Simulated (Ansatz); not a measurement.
One crystal and one scan (frozen-phonon scan) at two levels, PBE (plane waves to 420 eV, PAW, scalar-relativistic; Ansatz, a first-principles code) and r2SCAN (plane waves to 500 eV, PAW, scalar-relativistic; Ansatz), each from its own relaxed cell and on its own mesh. The cell shown is that of PBE.

BP (zinc blende)

```
BP
1.0
    0.00000     4.54829     4.54829
    2.27414     2.27414     4.54829
    2.27414     2.27414     0.00000
P B
2 2
Direct
  0.00000   0.75000   0.75000
  0.50000   0.75000   0.75000
  0.00000   0.00000   0.00000
  0.50000   0.00000   0.00000
```

The atoms are displaced by Q × the pattern below (from a DFPT mode at X = (0.5, 0.5, 0.0), largest move 1; Q in Å), at fixed cell. It is one choice among 2 degenerate patterns. (q is in reciprocal vectors of the primitive cell; the cell shown is doubled to hold the pattern.)

```
atom       x       y      z
----  ------  ------  -----
P1    -0.279   0.000  0.000
P2     0.279   0.000  0.000
B3     0.000   1.000  0.000
B4     0.000  -1.000  0.000
```

BP was relaxed with its symmetry unable to fall. The PAW data are Ansatz's earlier set. Percentages come from the unrounded values.

```csv
quantity,PBE,r2SCAN,PBE − r2SCAN
Lattice constant a (Å),4.548,4.536,+0.012 (+0.3 %)
Harmonic wavenumber from the curvature (finite differences) (cm⁻¹ (negative: imaginary)),701,714,-13 (-1.8 %)
```

PBE gives the higher value for: lattice constant a. PBE gives the lower value for: harmonic wavenumber from the curvature. Both give the same shape of the curve: a single well with its minimum at or next to zero displacement.

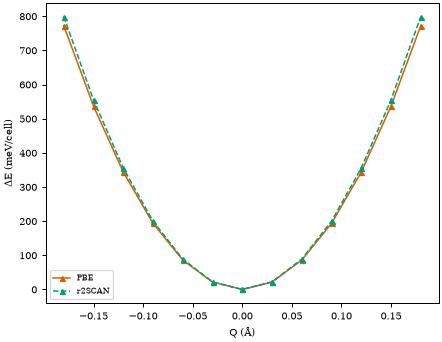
*ΔE, each from the undisplaced structure of its own level.*

(For displaced atoms, the force is minus the slope of the energy, and its curvature is a force constant, which sets phonon frequencies.)
